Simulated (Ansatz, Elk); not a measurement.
# Bonding as seen by X-rays: NbRhC2

Structure refinements treat a crystal as free atoms side by side. For a made-up structure of NbRhC2 (cell and positions from a PBEsol relaxation) the runs below show what the calculated density changes in F(hkl).

Calculated with Elk 11.2.3 (patched build); DFT, PBE, all-electron APW+lo, Dirac cores, scalar-relativistic bands, static density, no spin.

The structure was built from a prototype and need not be the compound's stable phase.

### Step 1. Set-up

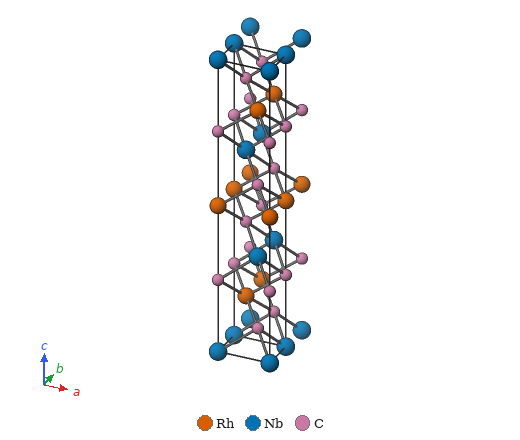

Start, viewed slightly off an axis; rhodium orange, niobium blue, carbon pink. 1×2×1 cells are drawn. This picture shows the conventional cell, with its axes. Bonds to atoms that aren't drawn are left out. Some periodic images of atoms are drawn too.

### Step 2. Ground state and structure factors

An all-electron density is needed, since X-rays see the cores too. Task 0 finds the density and task 195 Fourier-transforms it; tshift is off so that phases refer to the origin typed.

The input, elk.in:

```
tasks
  0
  195

xctype
  20

spinpol
  .false.

rgkmax
  7.0

gmaxvr
  14.0

lmaxo
  7

lmaxapw
  8

swidth
  0.002

tshift
  .false.

hmaxvr
  5.5

maxscl
  120

epspot
  1e-06

sppath
  './'

avec
  3.04732787022 1.75937556647 8.61250377305
  -3.04732787022 1.75937556647 8.61250377305
  0.00000000000 -3.51875113207 8.61250377323

atoms
  3
  'Rh.in'
  1
  0.5000000000 0.5000000000 0.5000000000   0.000000 0.000000 0.000000
  'Nb.in'
  1
  -0.0000000000 -0.0000000000 0.0000000000   0.000000 0.000000 0.000000
  'C.in'
  2
  0.2455892672 0.2455892672 0.2455892672   0.000000 0.000000 0.000000
  0.7544107328 0.7544107328 0.7544107328   0.000000 0.000000 0.000000

ngridk
  8 8 8
```

The run is started by

```bash
OMP_NUM_THREADS=4 elk
```

Numbers of over 12 decimals in the logs are rounded to 6 here.

The log of the run:

```text
┌─────────────────────────┐
│ Elk code version 11.2.3 │
└─────────────────────────┘

All units are atomic (Hartree, Bohr, etc.)

┌─────────────────────────────────────────────────┐
│ Ground-state run starting from atomic densities │
└─────────────────────────────────────────────────┘

Lattice vectors :
   3.047327870       1.759375566       8.612503773
  -3.047327870       1.759375566       8.612503773
   0.000000000      -3.518751132       8.612503773

Reciprocal lattice vectors :
   1.030933588      0.5952097843      0.2431807471
  -1.030933588      0.5952097843      0.2431807471
  0.1825147899E-16  -1.190419569      0.2431807472

Unit cell volume      :    277.0501665
Brillouin zone volume :   0.8953259858

Muffin-tin inner radius fraction :   0.1000000000E-01

Nuclei treated as point charges

Species : 1 (Rh)
 parameters loaded from : Rh.in
 name : rhodium
 nuclear charge    :   -45.00000000
 electronic charge :    45.00000000
 atomic mass :    187585.2511
 muffin-tin radius :    2.373631594
 number of radial points in muffin-tin :   1193
 inner part over the whole radius :   0.9927965074E-02
 number on inner part of muffin-tin    :    847
 approximate nuclear radius :   0.8524867730E-04
 number of mesh points to nuclear radius :    425
 atomic positions (lattice), magnetic fields (Cartesian) :
  1 :   0.50000000  0.50000000  0.50000000    0.00000000  0.00000000  0.00000000

Species : 2 (Nb)
 parameters loaded from : Nb.in
 name : niobium
 nuclear charge    :   -41.00000000
 electronic charge :    41.00000000
 atomic mass :    169357.9704
 muffin-tin radius :    2.534168974
 number of radial points in muffin-tin :   1193
 inner part over the whole radius :   0.9873658415E-02
 number on inner part of muffin-tin    :    847
 approximate nuclear radius :   0.8268951942E-04
 number of mesh points to nuclear radius :    419
 atomic positions (lattice), magnetic fields (Cartesian) :
  1 :   0.00000000  0.00000000  0.00000000    0.00000000  0.00000000  0.00000000

Species : 3 (C)
 parameters loaded from : C.in
 name : carbon
 nuclear charge    :   -6.000000000
 electronic charge :    6.000000000
 atomic mass :    21894.16674
 muffin-tin radius :    1.601676090
 number of radial points in muffin-tin :    593
 inner part over the whole radius :   0.9795768558E-02
 number on inner part of muffin-tin    :    404
 approximate nuclear radius :   0.4747601631E-04
 number of mesh points to nuclear radius :    167
 atomic positions (lattice), magnetic fields (Cartesian) :
  1 :   0.24558927  0.24558927  0.24558927    0.00000000  0.00000000  0.00000000
  2 :  -0.24558927 -0.24558927 -0.24558927    0.00000000  0.00000000  0.00000000

Total number of atoms per unit cell :    4
Total muffin-tin volume :    158.6109621
 ratio of muffin-tin to unit cell volume :   0.5724990681

Spin treatment :
 spin-unpolarised

Number of Bravais lattice symmetries :   12
Number of crystal symmetries         :   12
Crystal has inversion symmetry
Real symmetric eigensolver will be used

k-point grid :      8     8     8
k-point offset :    0.000000000       0.000000000       0.000000000
k-point set is reduced with full crystal symmetry group
Total number of k-points :       65

Muffin-tin radius times maximum |G+k| :    7.000000000
 using average radius
Maximum |G+k| for APW functions       :    3.452037074
Maximum (1/2)|G+k|²                   :    5.958279980
Maximum |G| for potential and density :    14.00000000
Constant for pseudocharge density :    9
 order of it for each species :   16  16  16
 order of it for pair densities of each species (exact exchange by exxq0 0: 17) :   13  15   5
Radial integration step length :    1

G-vector grid sizes :     42    42    42
Number of G-vectors :    12861

Maximum angular momentum used for
 APW functions            :    8
 outer part of muffin-tin :    7
 inner part of muffin-tin :    2

Total nuclear charge    :   -98.00000000
Total core charge       :    60.00000000
Total valence charge    :    38.00000000
[...]
xc potential                :     -328.50771001338
 exchange                    :     -263.26765039877
 correlation                 :     -4.955655
 electron entropic           :    -0.19113118641274E-03
 total energy                :     -8683.0760066037

Density of states at Fermi energy :    14.38586223
 (states/Hartree/unit cell)

Estimated indirect band gap :   0.2442621045E-02
 from k-point 49 to k-point 2
Estimated direct band gap   :   0.6354568463E-02
 at k-point 49

Charges :
 core                        :    60.00000000
 valence                     :    38.00000000
 interstitial                :    5.996596908
 muffin-tins (core leakage)
  species : 1 (Rh)
   atom 1                    :    42.69749823     ( -0.2235807948E-06)
  species : 2 (Nb)
   atom 1                    :    38.35520228     (  0.1364648814E-05)
  species : 3 (C)
[...]
total in muffin-tins        :    92.00340309
 total calculated charge     :    97.99555493
 total charge                :    98.00000000
 error                       :   0.4445066903E-02

RMS change in Kohn-Sham potential (target) :    1.985996282     (  0.1000000000E-05)
Absolute change in total energy (target)   :   0.3916373942     (  0.1000000000E-03)

[... loops 3 to 18 left out ...]

┌──────────────────┐
│ Loop number : 19 │
└──────────────────┘

Energies :
 Fermi                       :     0.490710
 sum of occupied eigenvalues :     -5149.7714045934
 electron kinetic            :      9018.0272181451
 core electron kinetic       :      8773.4694269418
 Coulomb                     :     -17431.042707849
 Coulomb potential           :     -13817.390367640
 nuclear-nuclear             :     -1120.0597964115
 electron-nuclear            :     -18834.537084596
 Hartree                     :      2523.5541731589
 Madelung                    :     -10522.347524029
 xc potential                :     -350.40825509880
 exchange                    :     -263.90941626105
 correlation                 :     -4.991379
 electron entropic           :    -0.31638927206186E-03
 total energy                :     -8681.9166012106

Density of states at Fermi energy :    22.17562466
 (states/Hartree/unit cell)

Estimated indirect band gap :   0.2544948844E-02
 from k-point 65 to k-point 47
Estimated direct band gap   :   0.6577633526E-02
 at k-point 2

Charges :
 core                        :    60.00000000
 valence                     :    38.00000000
 interstitial                :    5.661222882
 muffin-tins (core leakage)
  species : 1 (Rh)
[...]
species : 2 (Nb)
[...]
species : 3 (C)
[...]
total in muffin-tins        :    92.33877712
 total calculated charge     :    97.99612330
 total charge                :    98.00000000
 error                       :   0.3876701181E-02

RMS change in Kohn-Sham potential (target) :   0.2485463503E-06 (  0.1000000000E-05)
Absolute change in total energy (target)   :   0.1499325663E-05 (  0.1000000000E-03)

Convergence targets achieved

┌──────────────────┐
│ Loop number : 20 │
└──────────────────┘

Energies :
 Fermi                       :     0.490710
 sum of occupied eigenvalues :     -5149.7714051822
 electron kinetic            :      9018.0272178572
 core electron kinetic       :      8773.4694256528
 Coulomb                     :     -17431.042707886
 Coulomb potential           :     -13817.390366647
 nuclear-nuclear             :     -1120.0597964115
 electron-nuclear            :     -18834.537085749
 Hartree                     :      2523.5541742742
 Madelung                    :     -10522.347524563
 xc potential                :     -350.40825639253
 exchange                    :     -263.90941632675
 correlation                 :     -4.991379
 electron entropic           :    -0.31638924193587E-03
 total energy                :     -8681.9166015963

Density of states at Fermi energy :    22.17562736
 (states/Hartree/unit cell)

Estimated indirect band gap :   0.2544931052E-02
 from k-point 65 to k-point 47
Estimated direct band gap   :   0.6577635736E-02
 at k-point 2

Charges :
 core                        :    60.00000000
 valence                     :    38.00000000
 interstitial                :    5.661222865
 muffin-tins (core leakage)
  species : 1 (Rh)
[...]
species : 2 (Nb)
   atom 1                    :    39.28799310     (  0.1222909503E-05)
  species : 3 (C)
   atom 1                    :    4.691787915     (  0.2060036700E-04)
   atom 2                    :    4.691787915     (  0.2060036700E-04)
 total in muffin-tins        :    92.33877713
 total calculated charge     :    97.99612330
 total charge                :    98.00000000
 error                       :   0.3876701251E-02

┌──────────────────────────────┐
│ Self-consistent loop stopped │
└──────────────────────────────┘

Wrote STATE.OUT
```

It took 20 s on 4 threads of Intel Xeon 6975P-C (Granite Rapids), shared host; peak memory 0.19 GiB; 67 s of CPU time.

SFACRHO.OUT:

```text

h k l indices transformed by vhmat matrix:
   1.000000000       0.000000000       0.000000000    
   0.000000000       1.000000000       0.000000000    
   0.000000000       0.000000000       1.000000000    

      h      k      l  multipl.   |H|            Re(F)            Im(F)           |F|

      0      0      0      1   0.0000000       98.000000      0.50159646E-16   98.000000    
      1      1      1      2  0.72954224      -5.0914906     -0.55269624E-13   5.0914906    
      1      0      0      6   1.2150044      -3.8231853     -0.12015136E-13   3.8231853    
      0     -1     -1      6   1.2859418       60.901326     -0.22903852E-13   60.901326    
      2      2      2      2   1.4590845       58.991755      0.96481540E-13   58.991755    
     -2     -1     -1      6   1.5372992       71.338909     -0.43825207E-13   71.338909    
      2      1      2      6   1.7016229      -2.5705387      0.19224217E-13   2.5705387    
     -1      1      0      6   2.0618672       62.233772      0.71106696E-16   62.233772    
      3      2      2      6   2.0772110      -3.5497979     -0.81222317E-13   3.5497979    
      0     -1     -2     12   2.1871278      -2.9707090      0.41572370E-13   2.9707090    
      3      3      3      2   2.1886267      -1.6737000     -0.72090814E-13   1.6737000    
      2      3      3      6   2.2807584       59.154681      0.74013236E-13   59.154681    
      1      1     -1      6   2.3932262      -2.3748619     -0.21146639E-13   2.3748619    
     -2      0      0      6   2.4300087       48.957486     -0.18097798E-13   48.957486    
     -2     -1     -3     12   2.5259105       48.067602     -0.77077095E-13   48.067602    
      2      2      0      6   2.5718836       55.466392      0.34663666E-13   55.466392    
      1      3      1      6   2.6733531      -1.5961496     -0.77617777E-13   1.5961496    
      3      3      4      6   2.7075425       46.465386     -0.32440866E-13   46.465386
```

Elk indexes on the primitive cell of elk.in and gives |H| = 4π sin θ/λ in inverse bohr. Below, one row stands for each form hkl of the conventional cell (m members, Friedel mates merged), F is for one primitive cell and the density is static (no thermal factor). Free-atom factors are Waasmaier and Kirfel's, and R is Σm||F|−|F'||/Σm|F|. Elk warned that it couldn't find a linearisation energy, which lowers the accuracy of some states in this run and its variants.

| hkl | m | sin θ/λ (Å⁻¹) | abs F, DFT | neutral atoms | diff. |
| --- | --- | --- | --- | --- | --- |
| 003 | 2 | 0.110 | 5.091 | 5.040 | +0.051 |
| 101 | 6 | 0.183 | 3.823 | 3.714 | +0.110 |
| 012 | 6 | 0.193 | 60.901 | 61.812 | -0.911 |
| 006 | 2 | 0.219 | 58.992 | 59.804 | -0.813 |
| 104 | 6 | 0.231 | 71.339 | 71.371 | -0.032 |
| 015 | 6 | 0.256 | 2.571 | 2.506 | +0.065 |
| 110 | 6 | 0.310 | 62.234 | 62.339 | -0.105 |
| 107 | 6 | 0.312 | 3.550 | 3.800 | -0.250 |
| 113 | 12 | 0.329 | 2.971 | 3.140 | -0.169 |
| 009 | 2 | 0.329 | 1.674 | 1.624 | +0.050 |
| 018 | 6 | 0.343 | 59.155 | 59.012 | +0.142 |
| 021 | 6 | 0.360 | 2.375 | 2.438 | -0.063 |
| 202 | 6 | 0.365 | 48.958 | 48.743 | +0.214 |
| 116 | 12 | 0.380 | 48.068 | 47.846 | +0.221 |

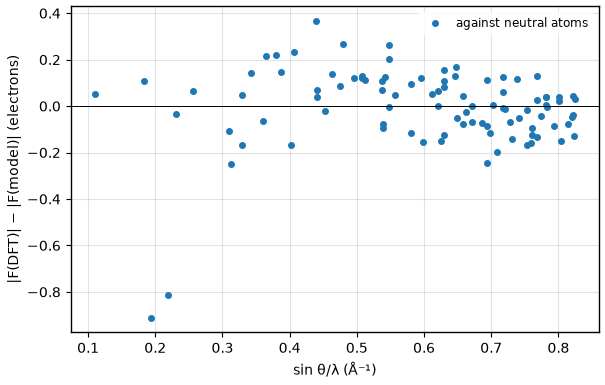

Difference between the calculated structure factors and the independent-atom ones.

### Step 3. What came out

```json
{"R against neutral atoms, sin θ/λ < 0.3 Å⁻¹": "0.88 %", "R against neutral atoms, 0.3 to 0.82 Å⁻¹": "0.46 %"}
```

**Reading.** Independent neutral atoms miss the calculated amplitudes by R = 0.88 % below 0.3 Å⁻¹ and 0.46 % from there to 0.82 Å⁻¹; by shells, 1.01 % below 0.15 Å⁻¹ (1 form), 0.88 % 0.15 to 0.3 (5 forms), 0.58 % 0.3 to 0.45 (14 forms), 0.44 % above 0.45 (75 forms). Bonding, aspherical density and the tables' own atoms all enter these figures, and the runs don't part them. The largest change of an amplitude is -0.91 electrons, at 012. Weak lines can change much in proportion: 1 0 13 goes from 0.62 to 0.74. The basis has no finished test. The k-mesh has no finished test. These runs have no spin, though d or f shells may be open. Part of the difference isn't bonding: the tables are fits to free atoms and ions calculated by other methods than this functional. Thermal motion, anomalous dispersion and extinction are left out.

[Logs are printed without paths, hosts, clocks, repeated set-up lines and the standing remarks that a program may print on its own settings, such as how far it seeks lower states.]

[Hosts, paths, dates, database ids (printed as entryN), source tags and the programs' standing remarks are cut or masked in the printed files.]
